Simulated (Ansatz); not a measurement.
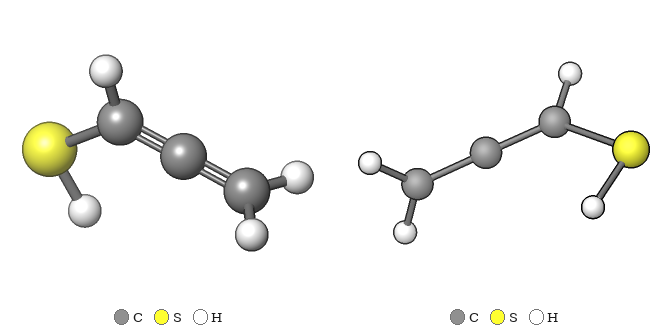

Both panels show the same species.

The computed structure is the end point of a PBE0-D4/def2-TZVP optimisation.

What does the picture show?

The molecule is C₃H₄S. Its SMILES string is `C=C=CS`. It has no ring. Among its groups: thiol. This geometry has Cs symmetry. Coordination: 2 C trigonal planar; 1 C linear; 1 S bent.

The parts below concern this one geometry. Atoms keep their numbers from picture to picture.

**Geometry**

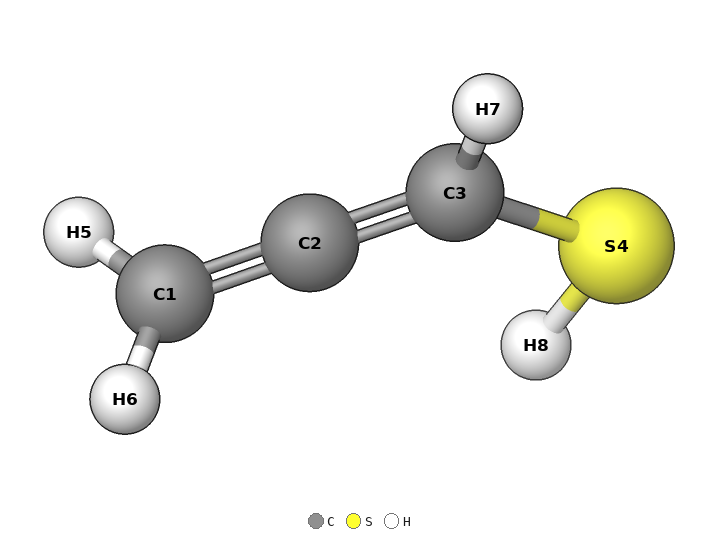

Numbered structure.

List the bonds and their lengths.

```csv
bond,length (Å),order
C1–C2,1.300,double
C1–H5,1.087,single
C1–H6,1.087,single
C2–C3,1.300,double
C3–S4,1.760,single
C3–H7,1.086,single
S4–H8,1.342,single
```

**Vibrations**

Harmonic vibrations computed with RKS PBE0-D4/def2-TZVP (Ansatz 0.2.0) at a stationary point of the same level.

**How many vibrational modes are there, and where do they lie?**

18 modes: 179, 227, 301, 516, 558, 720, 872, 897, 964, 1014, 1124, 1310, 1468, 2068, 2716, 3129, 3179, 3204 cm⁻¹.

**Dipole moment**

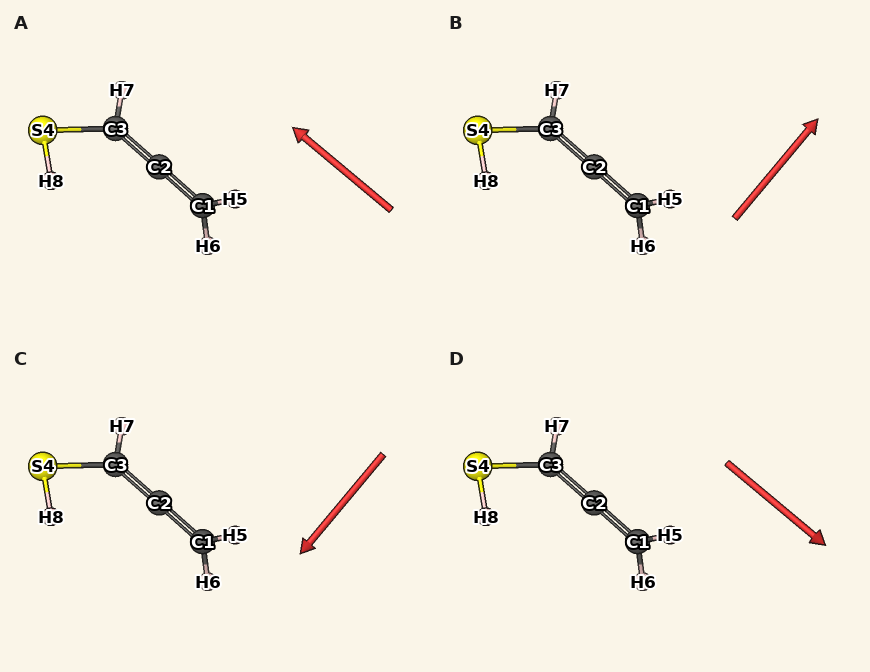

The same molecule four times, each with an arrow. Method: RKS PBE-D4/def2-TZVPP (Ansatz 0.2.0).

**Which arrow points along the dipole moment, from the negative to the positive end?**

D. The dipole moment is 0.91 D; it points from the side of S4 to the side of H5, H6 (the outermost atoms at the two ends).

**Charges**

The questions are on Mulliken charges. Level of theory: RKS r2SCAN-D4/def2-TZVPP (Ansatz 0.2.0).

**Which atom carries the highest charge (most positive or least negative)?**

H5, H6, H7, H8 (0.10 e).

**And the lowest?**

C1 (−0.20 e).

Give the Mulliken charges atom by atom.

```tsv
atom	value (e)
C1	−0.20
C2	−0.04
C3	−0.06
S4	−0.10
H5	0.10
H6	0.10
H7	0.10
H8	0.10
```

Mulliken values depend strongly on the basis set and can even reverse the polarity of a bond.
